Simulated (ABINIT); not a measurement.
**KNaMg2F6 (Fm-3m): changed settings of a GW run in ABINIT**

What do changed inputs do to GW on KNaMg2F6 (Fm-3m)?

Method: LDA and many-body steps on it, plane waves, in ABINIT 10.8.3.

**1. Set-up**

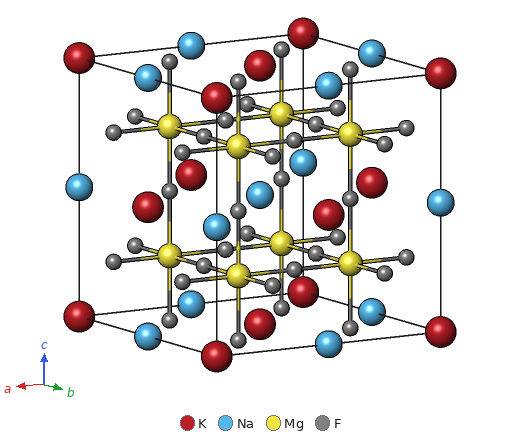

The starting structure, seen from a free direction (potassium red, sodium blue, magnesium yellow, fluorine grey). This picture shows the conventional cell, with its axes. Some periodic images of atoms are drawn too.

The cell and positions are those that the Materials Project relaxed with its own functionals (PBE, PBE+U or r2SCAN), kept fixed.

**2. Screening, 2×2×2 mesh, 83 bands, screening to 87.1 eV**

This step: ABINIT 10.8.3; RPA screening on LDA, plane waves, norm-conserving pseudopotentials.

The RPA dielectric matrix is built and inverted for each q.

run.abi

```
acell 3*1.0 Angstrom
rprim 
  -0.000000000000 4.007551000000 4.007551000000
  4.007551000000 -0.000000000000 4.007551000000
  4.007551000000 4.007551000000 -0.000000000000
ntypat 4
znucl 19 11 12 9
natom 10
typat 1 2 3 3 4 4 4 4 4 4
xred 
  0.000000000000 0.000000000000 0.000000000000
  0.500000000000 0.500000000000 0.500000000000
  0.250000000000 0.250000000000 0.250000000000
  0.750000000000 0.750000000000 0.750000000000
  0.500000000000 0.500000000000 0.000000000000
  0.000000000000 0.000000000000 0.500000000000
  0.500000000000 0.000000000000 0.500000000000
  0.000000000000 0.500000000000 0.000000000000
  0.000000000000 0.500000000000 0.500000000000
  0.500000000000 0.000000000000 0.000000000000
pp_dirpath "pseudos"
pseudos "K.upf, Na.upf, Mg.upf, F.upf"
ecut 38
ngkpt 2 2 2
nshiftk 1
shiftk 0 0 0
kptopt 1
chksymbreak 0
istwfk *1
occopt 1
irdwfk 1
optdriver 3
nband 83
ecuteps 3.2
inclvkb 2
awtr 1
symchi 1
indata_prefix "in"
outdata_prefix "out"
tmpdata_prefix "tmp"
```

Launch:

```sh
> OMP_NUM_THREADS=1 mpirun -n 4 abinit run.abi > log
```

The log of the run:

```text
.Version 10.8.3 of ABINIT. v10.8.2 released Aug 2026.

 Symmetries : space group Fm -3 m (#225); Bravais cF (face-center cubic)
[... echo of the input left out ...]
== DATASET  1 ==================================================================
-   mpi_nproc: 4, omp_nthreads: 1 (-1 if OMP is not activated)

--- !DatasetInfo
iteration_state: {dtset: 1, }
dimensions: {natom: 10, nkpt: 3, mband: 83, nsppol: 1, nspinor: 1, nspden: 1, mpw: 9756, }
cutoff_energies: {ecut:  38.0, pawecutdg:  -1.0, }
electrons: {nelect:   8.00000000E+01, charge:   0.00000000E+00, occopt:   1.00000000E+00, tsmear:   1.00000000E-02, }

 SCREENING: Calculation of the susceptibility and dielectric matrices

 Based on a program developped by R.W. Godby, V. Olevano, G. Onida, and L. Reining.
 Incorporated in ABINIT by V. Olevano, G.-M. Rignanese, and M. Torrent.
.Using double precision arithmetic ; gwpc =  8

[... cell and pseudopotentials left out ...]
--------------------------------------------------------------------------------

 ==== K-mesh for the wavefunctions ====
 Number of points in the irreducible wedge :     3
[... list of points left out ...]
 Together with 48 symmetry operations and time-reversal symmetry
 yields     8 points in the full Brillouin Zone.

 ==== Q-mesh for the screening function ====
 Number of points in the irreducible wedge :     3
[... list of points left out ...]
 Together with 48 symmetry operations and time-reversal symmetry
 yields     8 points in the full Brillouin Zone.

 setmesh: FFT mesh size selected  =    40x   40x   40
          total number of points  =        64000

 vcoul_init : cutoff-mode = AUXILIARY_FUNCTION
 q-points for optical limit:   1
     1)      0.000010    0.000020    0.000030

- screening: taking advantage of time-reversal symmetry
- Maximum band index for partially occupied states nbvw = 40
- Remaining bands to be divided among processors   nbcw = 43
- Number of bands treated by each node ~10

 Number of electrons calculated from density =   80.0000; Expected =   80.0000
 average of density, n =  0.092093
 r_s =    1.3737
 omega_plasma =   29.2731 [eV]

 calculating chi0 at frequencies [eV] :
  1    0.000000E+00    0.000000E+00
  2    0.000000E+00    2.927310E+01

--------------------------------------------------------------------------------
  q-point number  1        q = ( 0.000000, 0.000000, 0.000000) [r.l.u.]
--------------------------------------------------------------------------------
[... chi0 elements left out ...]
 For q-point:  0.000010 0.000020 0.000030
  dielectric constant =   1.9270
  dielectric constant without local fields =   2.0099

  Average fulfillment of the sum rule on Im[epsilon] for q-point    1 :     18.76  [%]
[... wings left out ...]
  q-point number  2        q = ( 0.500000, 0.000000, 0.000000) [r.l.u.]
--------------------------------------------------------------------------------
[... chi0 elements left out ...]
  Average fulfillment of the sum rule on Im[epsilon] for q-point    2 :     23.32  [%]

 [... 1 further q-points ...]
```

Wall time 19 s (4 MPI ranks of Arm Neoverse V2, shared host); peak memory 1.4 GiB.

Numbers from this step:

```yaml
eps_infinity_with_local_fields_on_this_mesh_along_the_program_s_q_direction: 1.927
the_same_without_local_fields: 2.010
plasma_frequency: 29.27 eV
plane_waves_in_the_screening_matrix: 259
```

Local fields lower ε∞ by 4 %. On a Γ-centred mesh this coarse the value itself is usually too large, while a short band sum pulls it down.

**3. Base**

The self-energy is evaluated for the states that the input lists, and the levels follow from it, in one-shot runs by the linearised quasiparticle equation.

This step: G0W0 on LDA, plane waves, norm-conserving pseudopotentials.

Changes to run.abi since step 2:

```diff
@@ -31,8 +31,15 @@
 irdwfk 1
-optdriver 3
+optdriver 4
 nband 83
+gwcalctyp 0
+ecutsigx 38
+symsigma 1
+nkptgw 1
+kptgw 
+  0.0000000000 0.0000000000 0.0000000000
+bdgw 
+  38 44
 ecuteps 3.2
-inclvkb 2
-awtr 1
-symchi 1
+irdscr 1
+ppmodel 1
 indata_prefix "in"
```

The log of the run:

```text
.Version 10.8.3 of ABINIT. v10.8.2 released Aug 2026.

 Symmetries : space group Fm -3 m (#225); Bravais cF (face-center cubic)
[... echo of the input left out ...]
== DATASET  1 ==================================================================
-   mpi_nproc: 4, omp_nthreads: 1 (-1 if OMP is not activated)

--- !DatasetInfo
iteration_state: {dtset: 1, }
dimensions: {natom: 10, nkpt: 3, mband: 83, nsppol: 1, nspinor: 1, nspden: 1, mpw: 9756, }
cutoff_energies: {ecut:  38.0, pawecutdg:  -1.0, }
electrons: {nelect:   8.00000000E+01, charge:   0.00000000E+00, occopt:   1.00000000E+00, tsmear:   1.00000000E-02, }

 SIGMA: Calculation of the GW corrections

 Based on a program developped by R.W. Godby, V. Olevano, G. Onida, and L. Reining.
 Incorporated in ABINIT by V. Olevano, G.-M. Rignanese, and M. Torrent.
.Using double precision arithmetic ; gwpc =  8

[... cell and pseudopotentials left out ...]
--------------------------------------------------------------------------------

 ==== K-mesh for the wavefunctions ====
 Number of points in the irreducible wedge :     3
[... list of points left out ...]
 Together with 48 symmetry operations and time-reversal symmetry
 yields     8 points in the full Brillouin Zone.

 ==== Q-mesh for screening function ====
 Number of points in the irreducible wedge :     3
[... list of points left out ...]
 Together with 48 symmetry operations and time-reversal symmetry
 yields     8 points in the full Brillouin Zone.

 vcoul_init : cutoff-mode = AUXILIARY_FUNCTION
 q-points for optical limit:   1
     1)      0.000010    0.000020    0.000030
 setmesh: FFT mesh size selected  =    60x   60x   60
          total number of points  =       216000

 Number of electrons calculated from density =   80.0000; Expected =   80.0000
 average of density, n =  0.092093
 r_s =    1.3737
 omega_plasma =   29.2731 [eV]

 === KS Band Gaps ===
  >>>> For spin  1
   Minimum direct gap =   6.0008 [eV], located at k-point      :   0.0000  0.0000  0.0000
   Fundamental gap    =   6.0008 [eV], Top of valence bands at :   0.0000  0.0000  0.0000
                                       Bottom of conduction at :   0.0000  0.0000  0.0000
 SIGMA fundamental parameters:
 PLASMON POLE MODEL  1
 number of plane-waves for SigmaX                 9721
 number of plane-waves for SigmaC and W            259
 number of plane-waves for wavefunctions          9721
 number of bands                                    83
 number of independent spin polarizations            1
 number of spinorial components                      1
 number of k-points in IBZ                           3
 number of q-points in IBZ                           3
 number of symmetry operations                      48
 number of k-points in BZ                            8
 number of q-points in BZ                            8
 number of frequencies for dSigma/dE                 9
 frequency step for dSigma/dE [eV]                0.25
 number of omega for Sigma on real axis              0
 max omega for Sigma on real axis  [eV]           0.00
 zcut for avoiding poles [eV]                     0.10

 EPSILON^-1 parameters (SCR file):
 dimension of the eps^-1 matrix on file            259
 dimension of the eps^-1 matrix used               259
 number of plane-waves for wavefunctions          9721
 number of bands                                    83
 number of q-points in IBZ                           3
 number of frequencies                               2
 number of real frequencies                          1
 number of imag frequencies                          1

 matrix elements of self-energy operator (all in [eV])

 Perturbative Calculation

--- !SelfEnergy_ee
iteration_state: {dtset: 1, }
kpoint     : [   0.000,    0.000,    0.000, ]
spin       : 1
KS_gap     :    6.001
QP_gap     :   10.688
Delta_QP_KS:    4.687
data: !SigmaeeData |
     Band     E0 <VxcDFT>   SigX SigC(E0)      Z dSigC/dE  Sig(E)    E-E0       E
       38  -0.542 -22.621 -30.019   4.879   0.819  -0.220 -24.685  -2.064  -2.606
       39  -0.542 -22.621 -30.019   4.879   0.819  -0.220 -24.685  -2.064  -2.606
       40  -0.542 -22.621 -30.019   4.879   0.819  -0.220 -24.685  -2.064  -2.606
       41   5.459 -10.362  -5.397  -2.064   0.904  -0.106  -7.739   2.623   8.082
       42  10.139 -11.593  -5.443  -2.126   0.900  -0.111  -7.970   3.622  13.761
       43  10.139 -11.593  -5.443  -2.126   0.900  -0.111  -7.970   3.622  13.761
       44  10.139 -11.593  -5.443  -2.126   0.900  -0.111  -7.970   3.622  13.761

== END DATASET(S) ==============================================================
================================================================================

 -outvars: echo values of variables after computation  --------
           etotal      0.0000000000E+00
            nband          83
             nkpt           3
          spgroup         225
 [... the other variables as echoed above ...]

 Calculation completed.
```

Wall time 5.7 s (4 MPI ranks); peak memory 0.49 GiB; 22 s of CPU time.

Numbers from this step:

* G0W0 gap on the points computed: 10.69 eV
* starting gap on the mesh: 6.001 eV
* k of the valence top: 0, 0, 0
* k of the conduction bottom: 0, 0, 0
* Z at the valence top: 0.819
* Z at the conduction bottom: 0.904
* least direct G0W0 gap on the computed points: 10.69 eV

The gap on the mesh goes from 6.00 eV to 10.69 eV, a correction of +4.69 eV.

**4. Fewer bands in the self-energy**

Changes to run.abi since step 3:

```diff
@@ -32,3 +32,3 @@
 optdriver 4
-nband 83
+nband 60
 gwcalctyp 0
```

The log of the run:

```text
.Version 10.8.3 of ABINIT. v10.8.2 released Aug 2026.

 Symmetries : space group Fm -3 m (#225); Bravais cF (face-center cubic)
[... echo of the input left out ...]
== DATASET  1 ==================================================================
-   mpi_nproc: 4, omp_nthreads: 1 (-1 if OMP is not activated)

--- !DatasetInfo
iteration_state: {dtset: 1, }
dimensions: {natom: 10, nkpt: 3, mband: 60, nsppol: 1, nspinor: 1, nspden: 1, mpw: 9756, }
cutoff_energies: {ecut:  38.0, pawecutdg:  -1.0, }
electrons: {nelect:   8.00000000E+01, charge:   0.00000000E+00, occopt:   1.00000000E+00, tsmear:   1.00000000E-02, }

 SIGMA: Calculation of the GW corrections

 Based on a program developped by R.W. Godby, V. Olevano, G. Onida, and L. Reining.
 Incorporated in ABINIT by V. Olevano, G.-M. Rignanese, and M. Torrent.
.Using double precision arithmetic ; gwpc =  8

[... cell and pseudopotentials left out ...]
--------------------------------------------------------------------------------

 ==== K-mesh for the wavefunctions ====
 Number of points in the irreducible wedge :     3
[... list of points left out ...]
 Together with 48 symmetry operations and time-reversal symmetry
 yields     8 points in the full Brillouin Zone.

 ==== Q-mesh for screening function ====
 Number of points in the irreducible wedge :     3
[... list of points left out ...]
 Together with 48 symmetry operations and time-reversal symmetry
 yields     8 points in the full Brillouin Zone.

 vcoul_init : cutoff-mode = AUXILIARY_FUNCTION
 q-points for optical limit:   1
     1)      0.000010    0.000020    0.000030
 setmesh: FFT mesh size selected  =    60x   60x   60
          total number of points  =       216000

 Number of electrons calculated from density =   80.0000; Expected =   80.0000
[...]
number of q-points in BZ                            8
 number of frequencies for dSigma/dE                 9
 frequency step for dSigma/dE [eV]                0.25
 number of omega for Sigma on real axis              0
 max omega for Sigma on real axis  [eV]           0.00
 zcut for avoiding poles [eV]                     0.10

 EPSILON^-1 parameters (SCR file):
 dimension of the eps^-1 matrix on file            259
 dimension of the eps^-1 matrix used               259
 number of plane-waves for wavefunctions          9721
 number of bands                                    83
 number of q-points in IBZ                           3
 number of frequencies                               2
 number of real frequencies                          1
 number of imag frequencies                          1

 matrix elements of self-energy operator (all in [eV])

 Perturbative Calculation

--- !SelfEnergy_ee
iteration_state: {dtset: 1, }
kpoint     : [   0.000,    0.000,    0.000, ]
spin       : 1
KS_gap     :    6.001
QP_gap     :   10.746
Delta_QP_KS:    4.746
data: !SigmaeeData |
     Band     E0 <VxcDFT>   SigX SigC(E0)      Z dSigC/dE  Sig(E)    E-E0       E
       38  -0.542 -22.621 -30.019   5.011   0.821  -0.218 -24.581  -1.960  -2.502
       39  -0.542 -22.621 -30.019   5.011   0.821  -0.218 -24.581  -1.960  -2.502
       40  -0.542 -22.621 -30.019   5.011   0.821  -0.218 -24.581  -1.960  -2.502
       41   5.459 -10.362  -5.397  -1.896   0.908  -0.102  -7.576   2.786   8.245
       42  10.139 -11.593  -5.443  -1.742   0.909  -0.101  -7.588   4.005  14.144
       43  10.139 -11.593  -5.443  -1.742   0.909  -0.101  -7.588   4.005  14.144
       44  10.139 -11.593  -5.443  -1.742   0.909  -0.101  -7.588   4.005  14.144

== END DATASET(S) ==============================================================
================================================================================

 -outvars: echo values of variables after computation  --------
           etotal      0.0000000000E+00
            nband          60
             nkpt           3
          spgroup         225
 [... the other variables as echoed above ...]

 Calculation completed.
```

Wall time 5.3 s (4 MPI ranks); peak memory 0.5 GiB; 21 s of CPU time.

This step gave:

* G0W0 gap on the points computed: 10.75 eV
* starting gap on the mesh: 6.001 eV
* k of the valence top: 0, 0, 0
* k of the conduction bottom: 0, 0, 0
* Z at the valence top: 0.821
* Z at the conduction bottom: 0.908
* least direct G0W0 gap on the computed points: 10.75 eV

**5. Smaller part of the screening matrix**

Changes to run.abi since step 4:

```diff
@@ -32,3 +32,3 @@
 optdriver 4
-nband 60
+nband 83
 gwcalctyp 0
@@ -41,3 +41,3 @@
   38 44
-ecuteps 3.2
+ecuteps 1.6
 irdscr 1
```

The log of the run:

```text
.Version 10.8.3 of ABINIT. v10.8.2 released Aug 2026.

 Symmetries : space group Fm -3 m (#225); Bravais cF (face-center cubic)
[... echo of the input left out ...]
== DATASET  1 ==================================================================
-   mpi_nproc: 4, omp_nthreads: 1 (-1 if OMP is not activated)

--- !DatasetInfo
iteration_state: {dtset: 1, }
dimensions: {natom: 10, nkpt: 3, mband: 83, nsppol: 1, nspinor: 1, nspden: 1, mpw: 9756, }
cutoff_energies: {ecut:  38.0, pawecutdg:  -1.0, }
electrons: {nelect:   8.00000000E+01, charge:   0.00000000E+00, occopt:   1.00000000E+00, tsmear:   1.00000000E-02, }

 SIGMA: Calculation of the GW corrections

 Based on a program developped by R.W. Godby, V. Olevano, G. Onida, and L. Reining.
 Incorporated in ABINIT by V. Olevano, G.-M. Rignanese, and M. Torrent.
.Using double precision arithmetic ; gwpc =  8

[... cell and pseudopotentials left out ...]
--------------------------------------------------------------------------------

 ==== K-mesh for the wavefunctions ====
 Number of points in the irreducible wedge :     3
[... list of points left out ...]
 Together with 48 symmetry operations and time-reversal symmetry
 yields     8 points in the full Brillouin Zone.

 ==== Q-mesh for screening function ====
 Number of points in the irreducible wedge :     3
[... list of points left out ...]
 Together with 48 symmetry operations and time-reversal symmetry
 yields     8 points in the full Brillouin Zone.

 vcoul_init : cutoff-mode = AUXILIARY_FUNCTION
 q-points for optical limit:   1
     1)      0.000010    0.000020    0.000030
 setmesh: FFT mesh size selected  =    60x   60x   60
          total number of points  =       216000

 Number of electrons calculated from density =   80.0000; Expected =   80.0000
[...]
number of q-points in BZ                            8
 number of frequencies for dSigma/dE                 9
 frequency step for dSigma/dE [eV]                0.25
 number of omega for Sigma on real axis              0
 max omega for Sigma on real axis  [eV]           0.00
 zcut for avoiding poles [eV]                     0.10

 EPSILON^-1 parameters (SCR file):
 dimension of the eps^-1 matrix on file            259
 dimension of the eps^-1 matrix used                65
 number of plane-waves for wavefunctions          9721
 number of bands                                    83
 number of q-points in IBZ                           3
 number of frequencies                               2
 number of real frequencies                          1
 number of imag frequencies                          1

 matrix elements of self-energy operator (all in [eV])

 Perturbative Calculation

--- !SelfEnergy_ee
iteration_state: {dtset: 1, }
kpoint     : [   0.000,    0.000,    0.000, ]
spin       : 1
KS_gap     :    6.001
QP_gap     :   11.936
Delta_QP_KS:    5.935
data: !SigmaeeData |
     Band     E0 <VxcDFT>   SigX SigC(E0)      Z dSigC/dE  Sig(E)    E-E0       E
       38  -0.542 -22.621 -30.019   3.421   0.867  -0.153 -26.069  -3.448  -3.990
       39  -0.542 -22.621 -30.019   3.421   0.867  -0.153 -26.069  -3.448  -3.990
       40  -0.542 -22.621 -30.019   3.421   0.867  -0.153 -26.069  -3.448  -3.990
       41   5.459 -10.362  -5.397  -2.225   0.908  -0.101  -7.875   2.487   7.946
       42  10.139 -11.593  -5.443  -2.251   0.904  -0.106  -8.067   3.526  13.665
       43  10.139 -11.593  -5.443  -2.251   0.904  -0.106  -8.067   3.526  13.665
       44  10.139 -11.593  -5.443  -2.251   0.904  -0.106  -8.067   3.526  13.665

== END DATASET(S) ==============================================================
================================================================================

 -outvars: echo values of variables after computation  --------
           etotal      0.0000000000E+00
            nband          83
             nkpt           3
          spgroup         225
 [... the other variables as echoed above ...]

 Calculation completed.
```

The job ended after 4.5 s (4 MPI ranks; peak memory 0.5 GiB).

This step gave:

```
G0W0 gap on the points computed              : 11.94 eV
starting gap on the mesh                     : 6.001 eV
k of the valence top                         : 0, 0, 0
k of the conduction bottom                   : 0, 0, 0
Z at the valence top                         : 0.867
Z at the conduction bottom                   : 0.908
least direct G0W0 gap on the computed points : 11.94 eV
```

(Continued in part 2 of 2.)

[Paths, hosts, dates, memory and timing lines, banners, echoed tables and standing remarks are left out of the program output.]

[Logs are printed without paths, hosts, clocks, repeated set-up lines and the standing remarks that a program may print on its own settings, such as how far it seeks lower states.]

[Runs of the session that timed out or met a known fault of the program may be left out.]

[Hosts, paths, dates, database ids (printed as entryN), source tags and the programs' standing remarks are cut or masked in the printed files.]

[G0W0 gaps are taken among the corrected bands and points alone; a level outside them can change the order at an edge.]

[Where Ansatz stands beside ABINIT at settings called matched, ABINIT's density can come from a denser mesh and the files from another edition; pairs whose starting gaps differed by over 0.03 eV were left out, so agreement reads better than it is.]
